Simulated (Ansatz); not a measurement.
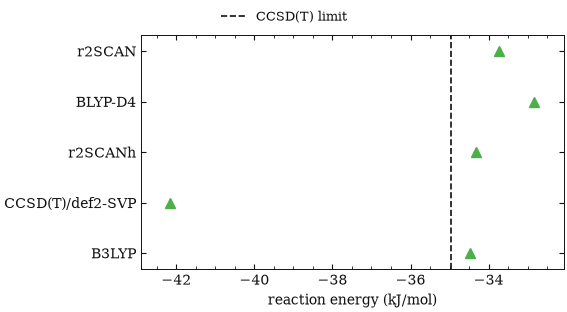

Electronic reaction energy of BSiH₅O₄ (BO[Si](O)(O)O) + AlH₃O ([OH][AlH2]) → AlSiH₅O₄ (O[Si](O)(O)[O][AlH2]) + BH₃O (BO) (SMILES in brackets) at several levels (functionals in def2-TZVPP unless a basis is named), isolated molecules at PBE0-D4 triple-zeta geometries, minima by their frequencies, no zero-point or thermal terms, the Ansatz code. The line is frozen-core CCSD(T) at the basis limit (MP2 extrapolated from triple and quadruple zeta, plus CCSD(T) less MP2 in a smaller set). No dispersion term is added to r2SCAN, r2SCANh and B3LYP. The distance of CCSD(T)/def2-SVP to the limit includes basis error.

Q: Which level comes closest to the line (CCSD(T) limit), and which misses most?

A: Closest B3LYP (−34.5 kJ/mol), against −35.0 kJ/mol; farthest CCSD(T)/def2-SVP (−42.2 kJ/mol).

Q: Give the values.

A:
```
           level  kJ/mol  less CCSD(T) limit
          r2SCAN   −33.7                 1.2
         BLYP-D4   −32.8                 2.1
         r2SCANh   −34.3                 0.7
CCSD(T)/def2-SVP   −42.2                −7.2
           B3LYP   −34.5                 0.5
   CCSD(T) limit   −35.0                 0.0
```

Known limits of this run: one conformer of each flexible molecule.
